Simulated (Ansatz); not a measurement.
IrO₂ (rutile)

```
CELL_PARAMETERS angstrom
      4.52931     0.00000     0.00000
      0.00000     4.52931     0.00000
      0.00000     0.00000     3.17991
ATOMIC_POSITIONS crystal
  Ir 0.00000 0.00000 0.00000
  Ir 0.50000 0.50000 0.50000
  O  0.30844 0.30844 0.00000
  O  0.80844 0.19156 0.50000
  O  0.19156 0.80844 0.50000
  O  0.69156 0.69156 0.00000
```

Equation-of-state scan: isotropic scaling of the cell above, V₀ being its volume. The atoms relax within the cell's symmetry.

Calculation: PBE (plane waves to 420 eV, PAW, scalar-relativistic; Ansatz, a program for electronic structure). k mesh 10×10×15 (Γ-centred), Fermi-Dirac smearing 0.05 eV. E stands for the smeared free energy. With the shape held, the modulus is that of even scaling; a crystal free to change shape is softer. IrO2 is run without spin polarisation and with no Hubbard U. IrO2 was relaxed with its symmetry unable to fall. Spin-orbit coupling is left out, though Ir is heavy. The PAW data are Ansatz's earlier set. ΔE is measured from the relaxed starting cell.

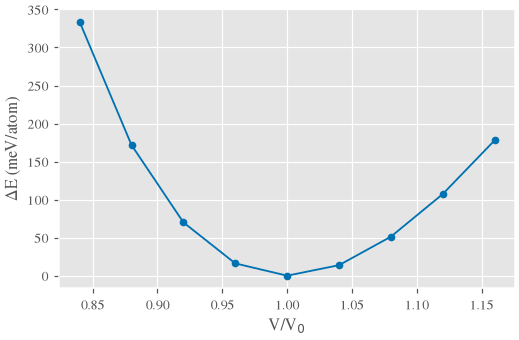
ΔE (meV/atom) against V/V₀; markers are the computed points, lines only join them.

Question: What is ΔE at V/V₀ = 0.840?

Answer: About 330 meV/atom.

Question: What is ΔE at V/V₀ = 1.160?

Answer: About 180 meV/atom.

Question: What bulk modulus at fixed cell shape B₀ follows from a third-order Birch-Murnaghan fit?

Answer: About 270 GPa.

(Under strain, the slope of the energy per volume gives the stress and its curvature an elastic modulus.)
